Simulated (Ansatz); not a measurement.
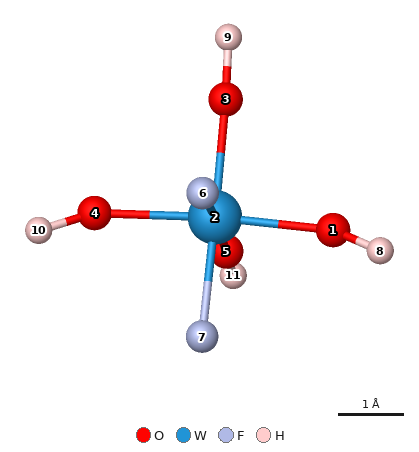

This is the input geometry for a relaxation of WH4O4F2. A ball-and-stick model, seen at a tilt.

The start comes from GFN2-xTB.

The calculation used Ansatz 0.2.0, RKS PBE0-D4/def2-TZVP.

Input
```yaml
crystal:
  periodic: [false, false, false]
  atoms:
    - {symbol: O, position_ang: [-1.319170, -1.041370, 0.838330]}
    - {symbol: W, position_ang: [-0.089820, 0.114900, 0.053930]}
    - {symbol: O, position_ang: [1.357820, -0.752820, 0.825980]}
    - {symbol: O, position_ang: [0.987310, 1.460900, -0.650890]}
    - {symbol: O, position_ang: [-0.057310, -0.859610, -1.526260]}
    - {symbol: F, position_ang: [-0.266350, 1.208820, 1.625080]}
    - {symbol: F, position_ang: [-1.592520, 1.118470, -0.603070]}
    - {symbol: H, position_ang: [-2.125120, -1.194980, 1.342990]}
    - {symbol: H, position_ang: [2.113530, -1.121840, 1.292270]}
    - {symbol: H, position_ang: [1.133140, 2.394760, -0.836380]}
    - {symbol: H, position_ang: [-0.141520, -1.327230, -2.361980]}
basis:
  gaussian: {orbitals: def2-TZVP}
hamiltonian: {xc: pbe0, dispersion: d4}
relax: {f_tol: 0.005, max_steps: 150}
```

Launched with:
```bash
ansatz run in.yaml --threads 4 --pin off --events-out ev --progress --plain --max-ram 11315MiB
```

What does the optimiser find from here?

Answer. Over 39 accepted moves (47 points after the start) the energy falls by 11.7 kcal/mol. The largest force component goes from 0.78 to 0.0025 eV/Å. The line search rejected the trial steps at points 5, 13, 16, 28, 29, 31, 32, 35 of the run. H10 moves most after the best rigid fit: 0.74 Å. By element the largest moves are H 0.74 Å, F 0.63 Å, O 0.33 Å, W 0.15 Å. Near-neighbour distances that change, for instance: W2–F6 1.923 → 1.894 Å, W2–O3 1.856 → 1.877 Å, W2–O5 1.857 → 1.873 Å, W2–F7 1.923 → 1.914 Å. Bond angles that change, for instance: W2–O3–H9 173.8° → 120.3°, W2–O5–H11 173.5° → 124.4°, W2–O4–H10 149.4° → 121.8°. The run took 4.6 min on 4 threads of Arm Neoverse V2, on a shared host.

History of the run:

```json
{"step": "0", "E − E(0), kcal/mol": "0.00", "largest force component, eV/Å": "0.7780", "note": ""}
{"step": "1", "E − E(0), kcal/mol": "-2.26", "largest force component, eV/Å": "0.5629", "note": ""}
{"step": "2", "E − E(0), kcal/mol": "-3.85", "largest force component, eV/Å": "0.5204", "note": ""}
{"step": "3", "E − E(0), kcal/mol": "-5.76", "largest force component, eV/Å": "0.4266", "note": ""}
{"step": "4", "E − E(0), kcal/mol": "-7.30", "largest force component, eV/Å": "0.2720", "note": ""}
{"step": "5", "E − E(0), kcal/mol": "-4.27", "largest force component, eV/Å": "2.5750", "note": "rejected"}
{"step": "6", "E − E(0), kcal/mol": "-8.39", "largest force component, eV/Å": "0.1481", "note": ""}
{"step": "7", "E − E(0), kcal/mol": "-8.89", "largest force component, eV/Å": "0.1132", "note": ""}
{"step": "8", "E − E(0), kcal/mol": "-8.94", "largest force component, eV/Å": "0.0967", "note": ""}
{"step": "9", "E − E(0), kcal/mol": "-8.95", "largest force component, eV/Å": "0.1302", "note": ""}
{"step": "10", "E − E(0), kcal/mol": "-8.96", "largest force component, eV/Å": "0.9019", "note": ""}
{"step": "12", "E − E(0), kcal/mol": "-10.08", "largest force component, eV/Å": "0.3742", "note": ""}
{"step": "14", "E − E(0), kcal/mol": "-10.58", "largest force component, eV/Å": "0.1772", "note": ""}
{"step": "16", "E − E(0), kcal/mol": "-10.83", "largest force component, eV/Å": "0.9775", "note": "rejected"}
{"step": "18", "E − E(0), kcal/mol": "-11.18", "largest force component, eV/Å": "0.0775", "note": ""}
{"step": "20", "E − E(0), kcal/mol": "-11.23", "largest force component, eV/Å": "0.1409", "note": ""}
{"step": "22", "E − E(0), kcal/mol": "-11.25", "largest force component, eV/Å": "0.0260", "note": ""}
{"step": "24", "E − E(0), kcal/mol": "-11.26", "largest force component, eV/Å": "0.0392", "note": ""}
{"step": "26", "E − E(0), kcal/mol": "-11.26", "largest force component, eV/Å": "0.0320", "note": ""}
{"step": "28", "E − E(0), kcal/mol": "-11.26", "largest force component, eV/Å": "0.2803", "note": "rejected"}
{"step": "29", "E − E(0), kcal/mol": "-11.25", "largest force component, eV/Å": "0.1182", "note": "rejected"}
{"step": "31", "E − E(0), kcal/mol": "-11.25", "largest force component, eV/Å": "0.4220", "note": "rejected"}
{"step": "33", "E − E(0), kcal/mol": "-11.27", "largest force component, eV/Å": "0.0051", "note": ""}
{"step": "35", "E − E(0), kcal/mol": "-11.27", "largest force component, eV/Å": "0.4231", "note": "rejected"}
{"step": "37", "E − E(0), kcal/mol": "-11.32", "largest force component, eV/Å": "0.1828", "note": ""}
{"step": "39", "E − E(0), kcal/mol": "-11.38", "largest force component, eV/Å": "0.5072", "note": ""}
{"step": "41", "E − E(0), kcal/mol": "-11.57", "largest force component, eV/Å": "0.3428", "note": ""}
{"step": "43", "E − E(0), kcal/mol": "-11.65", "largest force component, eV/Å": "0.0870", "note": ""}
{"step": "45", "E − E(0), kcal/mol": "-11.66", "largest force component, eV/Å": "0.0112", "note": ""}
{"step": "47", "E − E(0), kcal/mol": "-11.67", "largest force component, eV/Å": "0.0025", "note": ""}
```

Final geometry:

```xyz
11

O    -1.3917   -1.0377    0.8896
W    -0.0456   -0.0139    0.1038
O     1.4363   -1.0248    0.6572
O     0.8857    1.3200   -0.8471
O    -0.1432   -1.0394   -1.4603
F     0.2903    0.9329    1.7095
F    -1.5031    1.1942   -0.1770
H    -2.3118   -0.7679    0.9493
H     1.8889   -0.8119    1.4786
H     0.4773    2.1590   -1.0741
H     0.4170   -0.9106   -2.2294
```

After the run, drawn alike:

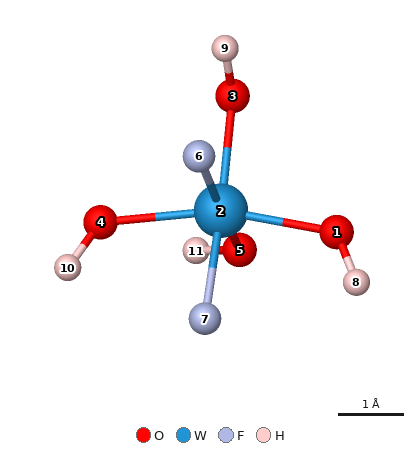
